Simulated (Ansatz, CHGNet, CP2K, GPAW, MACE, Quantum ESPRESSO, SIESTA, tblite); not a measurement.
**Running random packing of 64Li2S-20P2S5-16LiCl (mol %) (91 atoms) with GPAW**

Wanted: GPAW inputs and outputs for random packing of 64Li2S-20P2S5-16LiCl (mol %) (91 atoms), checked against a plane-wave reference.

Calculated with GPAW 26.7.0; the method is named at each step.

## 1. Set-up

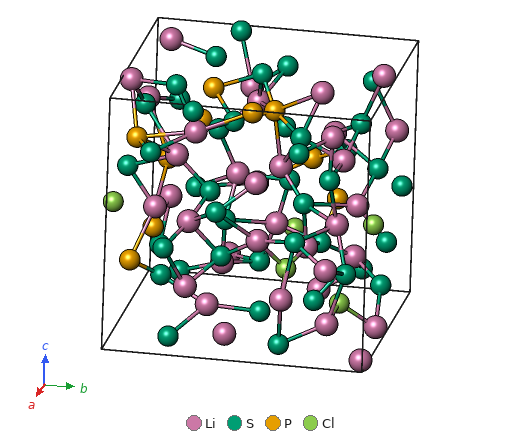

Start, viewed slightly off an axis; lithium pink, sulfur teal, phosphorus orange, chlorine green. Bonds to atoms that aren't drawn are left out. Some periodic images of atoms are drawn too.

The cell holds 91 atoms: 36 Li, 41 S, 10 P and 4 Cl. Its edges and angles: a = 12.227 Å, b = 12.227 Å, c = 12.227 Å, α = 90.0°, β = 90.0°, γ = 90.0°. 91 atoms (36 Li, 41 S, 10 P, 4 Cl) packed at random in a cube at 1.83 g/cm³ and pushed apart as soft spheres, cations and anions kept from their own kind; a start for melting by ab initio MD, not an equilibrated structure. Then every atom was moved at random, 0.03 Å r.m.s. a Cartesian component.

The yardstick, on the same geometry:

| Property | Result |
| --- | --- |
| method | Kohn-Sham DFT, PBE, SSSP efficiency 1.3.0 pseudopotentials, plane waves (Quantum ESPRESSO 7.5); sssp-pbe-1.3.0-efficiency, cutoffs 45/360 Ry, Γ point |
| r.m.s. force component | 0.6083 eV/Å |
| longest force | 3.37 eV/Å |
| pressure | -1.242 GPa |
| time | 8.1 min on 4 MPI ranks of Arm Neoverse V2, shared host |
| CPU time | 32 min |

## 2. PBE, LCAO dzp, h 0.2 Å

Method: Kohn-Sham DFT, PBE, PAW, atomic orbitals (dzp).

File run.py:

```python
import numpy as np
from ase.io import read
from gpaw import GPAW, FermiDirac

atoms = read("structure.xyz")
atoms.calc = GPAW(
    mode="lcao",
    basis="dzp",
    h=0.2,
    xc="PBE",
    kpts={"size": (1, 1, 1), "gamma": True},
    occupations=FermiDirac(0.05),
    maxiter=200,
    symmetry={"point_group": False},
    txt="gpaw.txt",
)
energy = atoms.get_potential_energy(force_consistent=True)
forces = atoms.get_forces()
print(f"energy {energy:.6f} eV")
print("forces (eV/A)")
for i, (a, f) in enumerate(zip(atoms, forces)):
    print(f"{i:4d} {a.symbol:2s} {f[0]:10.5f} {f[1]:10.5f} {f[2]:10.5f}")
print(f"Fermi level {atoms.calc.get_fermi_level():.4f} eV")
for k in range(len(atoms.calc.get_ibz_k_points())):
    for s in range(atoms.calc.get_number_of_spins()):
        e = atoms.calc.get_eigenvalues(kpt=k, spin=s)
        n = np.searchsorted(e, atoms.calc.get_fermi_level())
        print(f"k {k} spin {s} levels about the Fermi level:", np.round(e[max(n - 6, 0):n], 4).tolist(), "|", np.round(e[n:n + 6], 4).tolist())
```

File structure.xyz:

```xyz
91
Lattice="12.22750 0.00000 0.00000 0.00000 12.22750 0.00000 0.00000 0.00000 12.22750" Properties=species:S:1:pos:R:3 pbc="T T T"
Li 2.27187 9.95429 2.25231
Li 1.71014 11.66797 8.35040
Li 3.39130 9.06437 8.54604
Li 10.11471 10.13305 10.55661
Li 9.65679 3.42945 5.72761
Li 6.97567 9.03441 11.63422
Li 6.42592 8.41790 3.91182
Li 10.38433 3.48557 2.81122
Li 5.97264 7.02507 7.54449
Li 0.39519 0.92293 3.75812
Li 1.93219 4.03080 1.73423
Li 5.10290 4.27021 2.35220
Li 3.63242 5.48037 9.81819
Li 1.11894 8.14290 0.12741
Li 9.26514 9.98119 1.18680
Li 3.93273 6.54929 4.08337
Li 9.88899 3.66238 10.17890
Li 10.32417 6.64051 8.08568
Li 2.31540 1.05743 12.02318
Li 11.96559 10.30986 4.67787
Li 4.28733 4.72140 6.45918
Li 7.08376 10.14711 8.46779
Li 9.57169 6.67108 5.04384
Li 7.30825 1.42573 5.50482
Li 7.90239 4.10330 1.18460
Li 11.44971 12.01560 0.31889
Li 7.89322 2.46519 8.31054
Li 8.53638 10.18697 5.81454
Li 5.58552 11.64449 0.02458
Li 0.75444 4.64792 9.55542
Li 5.49467 10.58681 5.81711
Li 8.47500 0.33124 11.97733
Li 1.43893 5.15132 5.14056
Li 4.27424 0.42796 9.75706
Li 11.05146 8.11380 2.78066
Li 11.75393 5.64593 1.11955
S 11.58262 1.87778 9.56398
S 3.92906 8.64973 3.34337
S 7.28796 0.07838 7.37734
S 1.14058 11.88648 5.49259
S 9.39573 10.81669 3.72988
S 9.65924 9.96822 8.31005
S 12.18849 3.90693 11.92609
S 7.57848 1.85149 2.31295
S 11.69047 2.62891 4.99946
S 3.73587 11.49813 1.46706
S 12.11464 8.91800 10.29519
S 2.32665 1.53871 9.14458
S 3.93774 7.09623 6.24165
S 0.96597 0.59841 1.55265
S 3.69992 11.17227 7.08584
S 7.69599 4.04363 6.62877
S 5.18801 10.58522 9.70240
S 7.53397 5.02135 10.05785
S 11.01844 4.92609 6.73809
S 9.40539 2.60409 12.20512
[... 31 atom lines left out ...]
Cl 6.47055 10.06115 1.32448
Cl 10.62778 0.03864 6.67646
Cl 0.64121 6.84471 2.82541
Cl 8.48014 7.85140 3.45207
```

Run with:

```bash
OMP_NUM_THREADS=1 python run.py > output.txt
```

Output:

```text
energy -305.700090 eV
forces (eV/A)
   0 Li   -0.43167   -0.44704   -0.35494
   1 Li   -0.47471   -0.57627   -0.24108
   2 Li   -0.21115    0.11068    0.01831
   3 Li    0.11754   -0.12502   -0.23745
   4 Li   -0.02553   -0.60181   -0.39928
   5 Li   -0.42240   -0.25795    0.25526
   6 Li   -0.46849    0.13263    0.04739
   7 Li    0.11742   -0.68647    0.13175
   8 Li    0.06325   -0.27783    0.19654
   9 Li   -0.19737    0.21552   -0.30387
  10 Li   -0.02901   -0.63104   -0.60136
  11 Li    0.38778    0.24440   -0.10100
  12 Li   -1.08541    0.10040   -0.19641
  13 Li   -0.05585   -0.24015    0.08392
  14 Li   -0.30519   -0.35891    1.04754
  15 Li    0.37585   -0.80437   -0.27832
  16 Li    0.39134    0.17926    0.19915
  17 Li   -0.15314    0.67776    0.43434
  18 Li    0.11493   -0.31098   -0.15532
  19 Li   -0.18689    0.35111   -0.01628
  20 Li   -0.19462   -0.36449    0.24525
  21 Li    0.29421    0.33286   -0.69712
  22 Li   -0.33474   -0.20281    0.55899
  23 Li   -0.20897    0.35864   -0.41701
[...]
83 P    -0.14664   -0.64799   -0.20055
  84 P     1.19879    0.75866    1.97150
  85 P     0.56555   -0.62390    0.30893
  86 P     1.35053    0.73920   -3.34289
  87 Cl    1.48381    0.00295   -0.18672
  88 Cl   -0.03195   -0.23960    0.19711
  89 Cl   -0.40533   -0.49077   -0.02443
  90 Cl    0.44576    0.08284   -1.28859
Fermi level 2.6127 eV
k 0 spin 0 levels about the Fermi level: [2.3838, 2.4437, 2.494, 2.5412, 2.5908, 2.5982] | [2.6217, 2.6531, 2.6904, 2.7237, 2.7397, 2.7903]
```

gpaw.txt:

```text
Input parameters:
  mode=LCAO(),
  basis={'default': 'dzp'},
  h=0.2,
  kpts=MonkhorstPack(size=(1, 1, 1), gamma=True),
  maxiter=200,
  occupations=Occupations(name='fermi-dirac', width=0.05, fixmagmom=False),
  symmetry=Symmetry(point_group=False),
  xc=XC(name='PBE')
Unit cell  # Å
| periodic |         x |         y |         z |   lengths |    angles |
|----------|-----------|-----------|-----------|-----------|-----------|
|      yes | 12.227500 |  0.000000 |  0.000000 | 12.227500 | 90.000000 |
|      yes |  0.000000 | 12.227500 |  0.000000 | 12.227500 | 90.000000 |
|      yes |  0.000000 |  0.000000 | 12.227500 | 12.227500 | 90.000000 |
Number of symmetries: 1
Symmetry operations  # r_c * U_cc + t_c -> r_c
|   | kind |            matrix            |
|---|------|------------------------------|
| 0 |  E   |  1, 0, 0,  0, 1, 0,  0, 0, 1 |
BZ-sampling:
  Number of BZ points: 1
  Number of IBZ points: 1
  Monkhorst-Pack size: [1, 1, 1]
  Monkhorst-Pack shift: [0, 0, 0]
[... lines left out ...]
  Fermi-Dirac:
[... lines left out ...]
    Stencil: 6*3+1=19 point O(h^6) finite-difference Laplacian
xc functional:
  name: PBE with 2 nearest neighbor stencil
interpolation: tri-quintic # 5. degree polynomial
Initialization done in: 8.275 s
convergence criteria:
- Maximum [total energy] change in last 3 cyles: 0.0005 eV / valence electron
- Maximum integral of absolute [dens]ity change: 0.0001 electrons / valence electron
- Maximum integral of absolute [eigenst]ate change: 4e-08 eV^2 / valence electron
maximum number of iterations: 200
SCF iterations
|iter     |      energy | eigst |  dens |
|---------|-------------|-------|-------|
|iter:   1| -322.982670 |      c|       |
|iter:   2| -314.546828 |      c| -0.94 |
|iter:   3| -316.929553 |      c| -1.04 |
|iter:   4| -307.964819 |      c| -1.05 |
[...]
|iter:  10| -305.514668 |      c| -1.75 |
|iter:  11| -305.474527 |      c| -2.01 |
|iter:  12| -305.488083c|      c| -2.20 |
|iter:  13| -305.461881c|      c| -2.23 |
|iter:  14| -305.459759c|      c| -2.45 |
[...]
|iter:  24| -305.449009c|      c| -3.80 |
|iter:  25| -305.449126c|      c| -3.92 |
|iter:  26| -305.449106c|      c| -4.03c|
Converged in 26 steps
SCF loop duration: 203.000 s (7.808 s/step)
Energy contributions relative to reference atoms: (reference = -595711.711498)
Energy contributions:
  Kinetic:         369.195314
  Coulomb:        -359.708269
  Zero:              2.128640
  External:          0.000000
  Xc:             -316.813807
  Entropy:          -0.501968
  Spinorbit:         0.000000
  ----------------------------
  Free energy:    -305.700090
  Extrapolated:   -305.449106
dipole moment: (12.905210, -68.853905, 33.161612)  # |e|*Ang
Fermi level: 2.613
Eigenvalues  # (at kpt = [0.000, 0.000, 0.000])
| band index |      eig [eV] | occ [0-2] |
|------------|---------------|-----------|
|          0 |       -13.718 |     2.000 |
|        ... |               |           |
|        172 |         2.322 |     1.994 |
|        173 |         2.358 |     1.988 |
[...]
|        187 |         2.877 |     0.010 |
|        ... |               |           |
|        219 |         6.633 |     0.000 |
Gap: 0.024 eV
Transition (v -> c):
  (s=0, k=0, n=179, [0.00, 0.00, 0.00]) -> (s=0, k=0, n=180, [0.00, 0.00, 0.00])
No difference between direct/indirect transitions
Force computation time: 16.678  # s
timing:  # [seconds]
  Total:  227.983  # ━━━━━━━━━━━━━━━━━━━━━━━━━━━━━━━━━━━━━━━━━━━━━━━━━━━━━━━━
  Init:     8.274  # ━━
  SCF:    203.000  # ━━━━━━━━━━━━━━━━━━━━━━━━━━━━━━━━━━━━━━━━━━━━━━━━━━
  Forces:  16.678  # ━━━━
```

Run time: 3.8 min. Hardware: 1 thread of Arm Neoverse V2, shared host; peak memory 1.5 GiB.

Banners, paths, timers and routine set-up lines are dropped from the logs unmarked, and long logs keep their key lines alone; longer cuts are marked.

Compared with the plane-wave run:

```yaml
r_m_s_force_component: 0.6454 eV/Å
r_m_s_difference_of_force_components: 141.8 meV/Å
longest_difference_of_force_vectors: 724.2 meV/Å
force_difference_over_r_m_s_force: 23.31 %
slope_of_forces_against_the_reference_s: 1.036
correlation_of_force_components: 0.9761
```

Length of the force difference by element (eV/Å):

```
element  atoms  mean  most
     Cl      4  0.16  0.22
     Li     36  0.15  0.25
      P     10  0.35  0.49
      S     41  0.23  0.72
```

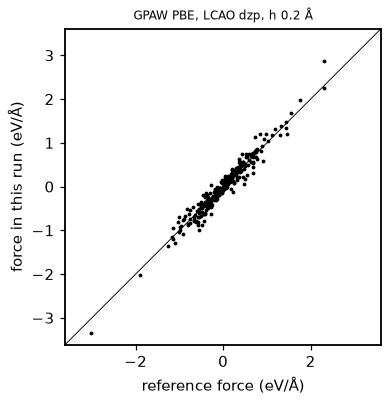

Force components against those of the reference; the line marks equality.

A closer look about Li29, picked at random: 9 atoms, nearest first, numbered in the order of the input, with positions taken from that point.

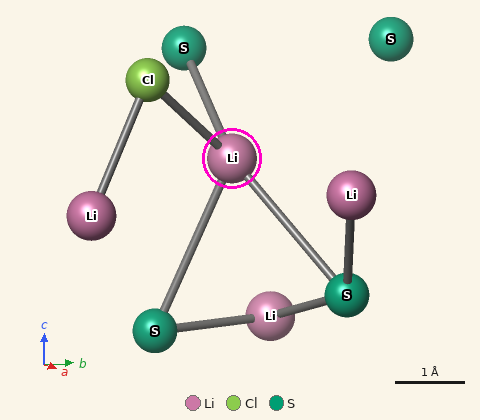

The atoms of the table, within 3.3 Å (arrows a, b, c point along x, y, z); some may hide others; the central atom is ringed.

```
atom      x      y      z  distance (Å)     Fx     Fy  Fz (eV/Å)
Li29   0.00   0.00   0.00          0.00   0.00   0.42      -0.48
Cl88   0.89  -1.58   1.30          2.23   1.48   0.00      -0.19
 S46  -1.85  -0.15   1.44          2.35  -0.37   0.07       0.46
 S68   1.38   1.33  -1.92          2.71  -0.79   0.49       0.23
 S53  -0.40  -1.06  -2.55          2.79  -0.71  -0.14       0.80
Li34  -1.31   1.01  -2.50          2.99   0.53   0.25      -0.15
 Li6   1.39  -2.61  -0.62          3.02  -0.42  -0.26       0.26
Li32   2.89   0.91  -0.27          3.04  -0.09   0.54       0.22
 S73  -1.02   2.77   1.56          3.34  -0.91  -0.20      -0.13
```

Atoms are counted from 1 here, from 0 in the log.

Forces lie 23 % from the reference's, at 0.12 times its CPU time (on 1 against 4 cores).

## 3. What came out

* force difference from the reference: GPAW PBE, LCAO dzp, h 0.2 Å, 23 %
* its CPU time: 3.8 min

In words: The PBE run in local orbitals differs by 23 % (GPAW PBE, LCAO dzp, h 0.2 Å); basis, grid and potentials can all enter. One electronic-structure run takes under half the reference's CPU time: GPAW PBE, LCAO dzp, h 0.2 Å, at 23 % in 3.8 min against 32 min. The potentials hold different valence shells: 432 electrons in the reference, 360 in GPAW; this bears on time and differences. The electronic-structure runs sample only Γ, in a cell whose shortest periodic width is 12 Å, which is coarse for a cell with partly filled levels.

[Also dropped from logs without a mark: logging warnings of Python, and SIESTA's first energy breakdown and zero terms.]

[Logs are printed without paths, hosts, clocks, repeated set-up lines and the standing remarks that a program may print on its own settings, such as how far it seeks lower states.]

[Hosts, paths, dates, database ids (printed as entryN), source tags and the programs' standing remarks are cut or masked in the printed files.]
